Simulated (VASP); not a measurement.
Band structure of Zr (hcp). Computed with AM05 GGA, VASP's PBE PAW potentials (set 64) (plane waves; VASP).

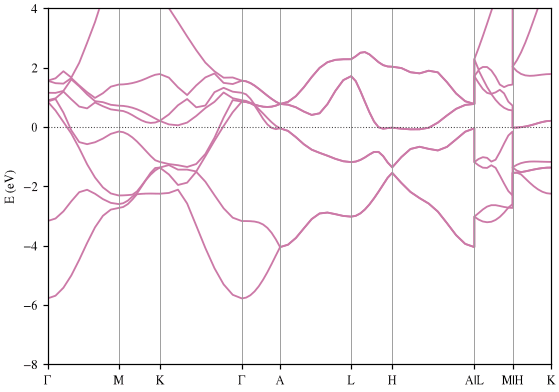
Fig. 1. Bands along high-symmetry lines, zero at the valence-band maximum or, without a gap, the Fermi level

Problem. Read the plot: is there a gap, and where are the band edges?

Solution. It has no gap at this level: it comes out as a metal or semimetal. (Edges off the drawn lines would not show.)

The compound is Zr in the hcp structure. It was relaxed first.
